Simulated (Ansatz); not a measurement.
# Cl₄FH₃OSi: what the fields show

```yaml
atoms:
  - { symbol: Si, position_ang: [-0.9250, 0.6043, -0.1256] }
  - { symbol: Cl, position_ang: [-0.1919, -0.7471, 1.8963] }
  - { symbol: Cl, position_ang: [-1.2231, 1.6262, -1.9498] }
  - { symbol: Cl, position_ang: [-2.5298, -0.6313, -0.1905] }
  - { symbol: Cl, position_ang: [-0.9400, 2.1949, 1.1298] }
  - { symbol: H, position_ang: [1.3439, -0.6932, -0.2066] }
  - { symbol: O, position_ang: [0.5911, 0.0179, -0.7082] }
  - { symbol: H, position_ang: [1.1493, -1.2807, 1.2620] }
  - { symbol: F, position_ang: [1.9534, -1.4150, 0.4998] }
  - { symbol: H, position_ang: [0.7719, 0.3239, -1.6074] }
```

A transition-state structure; geometry: PBE0-D4/def2-TZVP.

Theory: Ansatz 0.2.0, RKS PBE0-D4/def2-TZVPP.

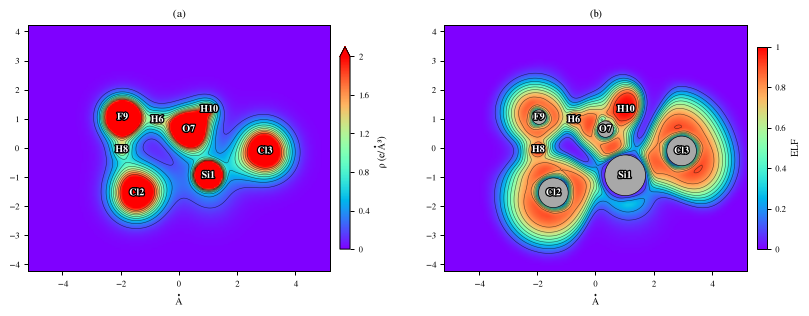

Figure 1. (a) total electron density; (b) ELF on the plane of atoms Cl2, H8 and F9. Grey discs cover the atomic cores in the ELF map.

### Describe what can be read from this map.

- Atoms in the plane: Si, Cl, H, O and F.
- F9···H6 (1.18 Å): the density falls to about 1.1 e/Å³ on the way; the ELF peaks at about 0.85 between the atoms.
- Si–O (1.73 Å): the density is about 0.99 e/Å³ at the midpoint; the ELF peaks at about 0.90 between the atoms: a shared but strongly polarised pair.
- O–H (0.97 Å): ρ is about 3.9 e/Å³ halfway; the ELF climbs to about 1 towards the hydrogen, as it does in any bond to H: an ordinary covalent bond to hydrogen.
- Si–Cl (2.11 Å): ρ at the midpoint is about 0.85 e/Å³; the ELF peaks at about 0.90 between the atoms; a polar covalent bond.
- F–H (1.12 Å): the density is about 3 e/Å³ at the midpoint; the ELF climbs to about 0.95 towards the hydrogen.
- The ELF also peaks beside Cl2, Cl3 and F9, away from the bonds: lone-pair regions.

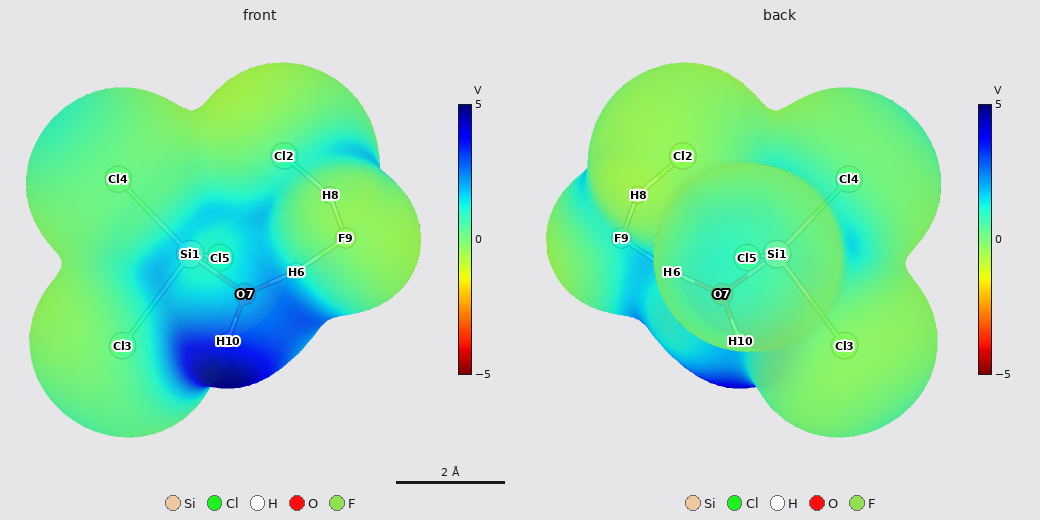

Figure 2. The electrostatic potential painted on the density surface at 0.004 e/bohr³, seen from the front and from behind; red is negative and blue positive.

### Describe the electrostatic potential map.

The most negative region (about −0.6 V) lies over Cl2, the most positive (about +4.8 V) over H10. Cl3 shows a σ-hole: about +0.5 V at the tip opposite its bond, against about +0.1 V on its flanks. Cl4 shows a σ-hole: about +0.8 V at the tip opposite its bond, against about −0.1 V on its flanks. Cl5 shows a σ-hole: about +0.8 V at the tip opposite its bond, against about −0.1 V on its flanks.

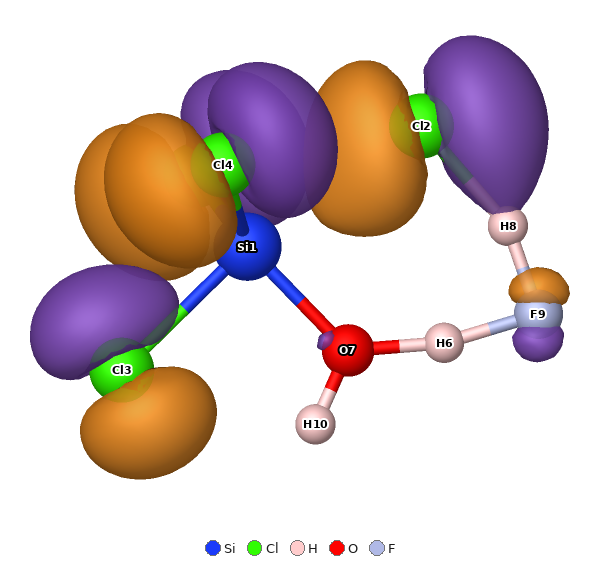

Figure 3. The HOMO−1 at ±0.1 Å⁻³ᐟ² (orange and purple are the two phases), seen across its widest extent.

### Where does this orbital lie, and at what energy?

Its weight (Hirshfeld) is mainly on Cl5 (about 25 %), Cl2 (about 25 %), Cl4 (about 25 %) and Cl3 (about 15 %); largely a combination of lone pairs on Cl5, Cl2, Cl4 and Cl3. Its energy is −9.00 eV.

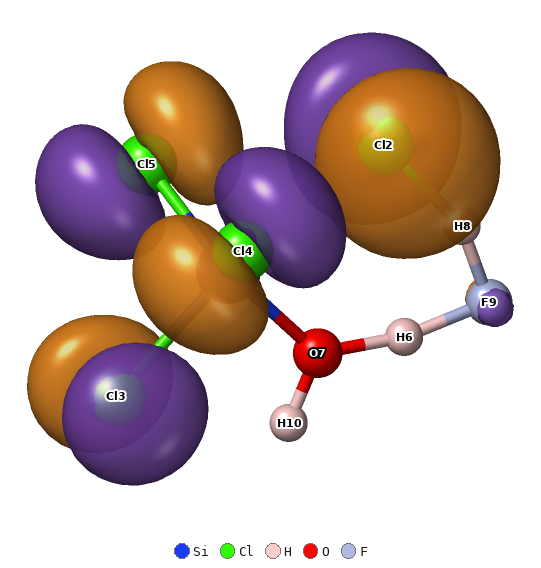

Figure 4. One frontier orbital at ±0.08 Å⁻³ᐟ² (orange and purple are the two phases), seen at a tilt.

### Which orbital is it: HOMO or LUMO?

The HOMO, at −8.66 eV. Its weight (Hirshfeld) is mainly on Cl2 (about 50 %), Cl4 (about 15 %), Cl5 (about 15 %) and Cl3 (about 15 %); largely a combination of lone pairs on Cl2, Cl4, Cl5 and Cl3.
